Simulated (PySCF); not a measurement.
TaS2 (charge −1): frequency calculation

System: TaS2, charge −1.
Method: UKS-based PBE0, Ta def2-SVPD with ECP60, S def2-SVPD; non-relativistic Hamiltonian with a scalar-relativistic core potential; density fitting (PySCF 2.14.0).

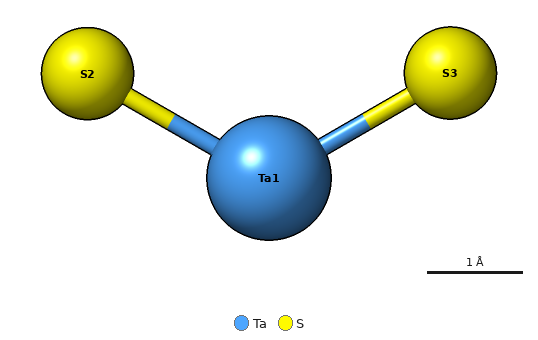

*The structure as given in the input (ball-and-stick view, seen on its broad side; atoms are numbered from 1 in the order of the input). Sticks mark near contacts.*

Bond lengths as drawn: S–Ta 2.21 Å.

**Key numbers**

- outcome: converged
- total energy: −852.982234 hartree
- ⟨S²⟩: 0.669
- HOMO: −0.91 eV
- LUMO: 1.78 eV
- zero-point energy: 0.002468 hartree
- wavenumbers, lowest and highest: 118 and 488 cm⁻¹
- hardware: 2 threads of AMD EPYC (Zen 5), 176 GiB of memory available, shared host
- wall time: 26 s (CPU time 50 s)
- peak memory: 0.95 GiB

**Notes**

Checks after the run noted: spin contamination. ⟨S²⟩ is 0.67 against 0.00 for a pure state: the solution is spin-contaminated.

**Input**
```python
from pyscf import gto, scf, dft
mol = gto.M(atom='''
Ta     0.000009    -0.289383    -0.000000
S     -0.000026     0.813888     1.911079
S     -0.000026     0.813890    -1.911077''',
    basis={'Ta': 'def2-SVPD', 'S': 'def2-SVPD'},
    ecp={'Ta': 'def2-SVPD'},
    charge=-1, spin=0)
mf = dft.UKS(mol, xc='PBE0')
mf.grids.atom_grid = (75, 302)
aux = {'Ta': 'def2-universal-JKFIT', 'S': 'def2-universal-JKFIT'}
mf = mf.density_fit(auxbasis=aux)
mf.conv_tol = 1e-09
mf.diis_space = 10
mf.max_cycle = 60
mf.verbose = 4
mf.kernel()
```

The script is an equivalent of the set-up of the self-consistent field. The run itself was carried out by a driver, which started from the orbitals of the step before it where there was one and computed the further properties.

Launch command:
```bash
OMP_NUM_THREADS=2 python axn.py task.json out
```

**The program's output**
```
init E= -852.9822343506
  alpha nocc = 23  HOMO = -0.0336110460289227  LUMO = 0.0676466827550896
  beta  nocc = 23  HOMO = -0.0608566295996917  LUMO = 0.0676466827550896
  HOMO = -0.0336110460289  LUMO = 0.0676466827551  gap/eV = 2.75536
cycle= 1 E= -852.982234350599  delta_E= 4.55e-13  |g|= 2.91e-06  |ddm|= 6.69e-06
  alpha nocc = 23  HOMO = -0.0336101516519577  LUMO = 0.0676479539462046
  beta  nocc = 23  HOMO = -0.0608551875458985  LUMO = 0.0676479539462046
  HOMO = -0.033610151652  LUMO = 0.0676479539462  gap/eV = 2.75537
Extra cycle  E= -852.982234350548  delta_E= 5.14e-11  |g|= 9.01e-06  |ddm|= 1.92e-05
converged SCF energy = -852.982234350548  <S^2> = 0.66908782  2S+1 = 1.9173814
```

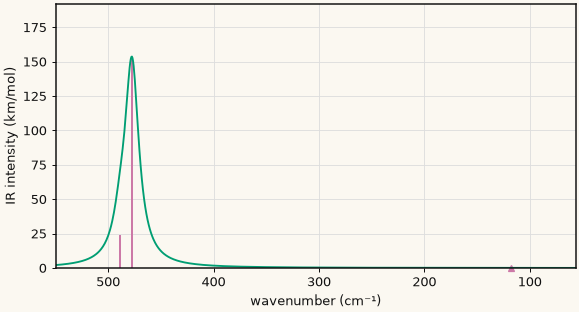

*Harmonic infrared spectrum, unscaled: sticks (degenerate modes added up, dark ones marked on the axis) with a Lorentzian envelope of 16 cm⁻¹ full width, scaled to the tallest stick.*

3 modes from 118 to 488 cm⁻¹, none imaginary. The strongest line is at 477 cm⁻¹ (154 km/mol). All modes, in cm⁻¹ (km/mol): 118 (0.1), 477 (154), 488 (24).

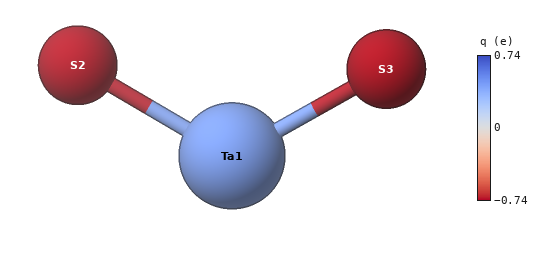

*Mulliken charges, as the colour of each atom (ball-and-stick view, seen on its broad side; atoms are numbered from 1 in the order of the input).*

By element: Ta +0.41 and S −0.71 e.
